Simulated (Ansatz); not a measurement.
The calculation's input:

```
crystal:
  periodic: [false, false, false]
  atoms:
    - { symbol: B, position_ang: [-0.080322, 0.403019, -0.363163] }
    - { symbol: O, position_ang: [0.02127, 0.032042, 2.214906] }
    - { symbol: H, position_ang: [-0.92498, -0.158521, 2.221213] }
    - { symbol: F, position_ang: [0.947058, -0.311151, -0.812866] }
    - { symbol: O, position_ang: [-1.34139, -0.051057, -0.502175] }
    - { symbol: H, position_ang: [-1.370928, -0.92979, -0.899142] }
    - { symbol: H, position_ang: [0.099415, 1.503594, 0.072263] }
    - { symbol: H, position_ang: [0.052775, 0.945964, 1.853064] }
basis:
  gaussian: { orbitals: def2-SVP }
hamiltonian:
  xc: pbe0
relax:
  f_tol: 0.03
  max_steps: 50
output:
  orbitals: {}
```

Command:

```sh
ansatz run input.yaml --threads 1 --pin off --max-ram 2048MiB --backend cpu --events-out ev --progress --plain --runs-dir out
```

The fields are those of the relaxed geometry.

The calculation used RKS PBE0/def2-SVP in Ansatz 0.2.0.

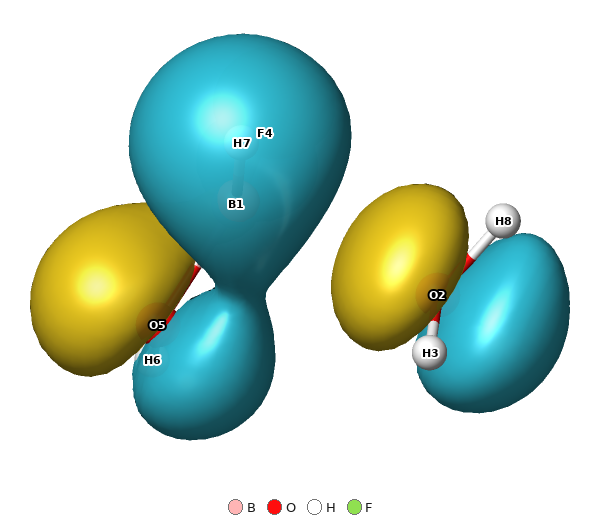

BFH2O···H2O. The HOMO at ±0.1 Å⁻³ᐟ² (yellow and cyan are the two phases), seen at a tilt.

Q: Describe this orbital and give its energy.

A: It lies mainly on O2 (about 25 %), O5 (about 25 %), H7 (about 20 %), B1 (about 15 %) and F4 (about 5 %). Its energy is −8.74 eV.
